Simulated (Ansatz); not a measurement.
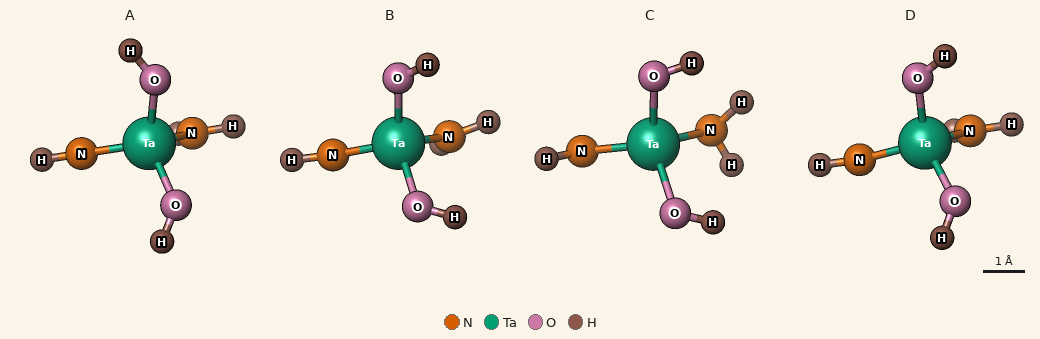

4 geometries from one relaxation of TaN$_{2}$H$_{5}$O$_{2}$ (coarse preliminary run), in shuffled order. The picture is a ball-and-stick view, seen at a tilt.

The start comes from a force field.

Theory: Ansatz, RKS PBE-D4/def2-SVP. Set-up: force threshold 0.03 eV/Å; at most 200 steps.

**Order the frames from highest to lowest energy.**

C, B, D, A. They are steps 0, 7, 16, 36, at +2.617 eV, +0.397 eV, +0.172 eV relative to the last. The largest move after the best rigid fit is that of an H atom, 1.31 Å. Largest moves by element: H 1.31 Å, N 0.60 Å, O 0.56 Å, Ta 0.44 Å. Near-neighbour distances that change, for instance: N–Ta 2.200 → 1.997 Å, O–Ta 2.135 → 1.934 Å, O–Ta 2.102 → 1.934 Å, N–Ta 1.917 → 1.787 Å. Bond angles that change, for instance: Ta–N–H 122.4° → 175.1°, Ta–O–H 105.1° → 132.7°, Ta–O–H 108.7° → 132.6°. Groups turn about O–Ta by about 140°, O–Ta by about 125°. The energy falls by 2.617 eV in 31 accepted moves (36 points after the start). The largest force component goes from 2.9 to 0.022 eV/Å. The line search rejected the trial steps at points 11, 18, 22, 25, 30 of the run.
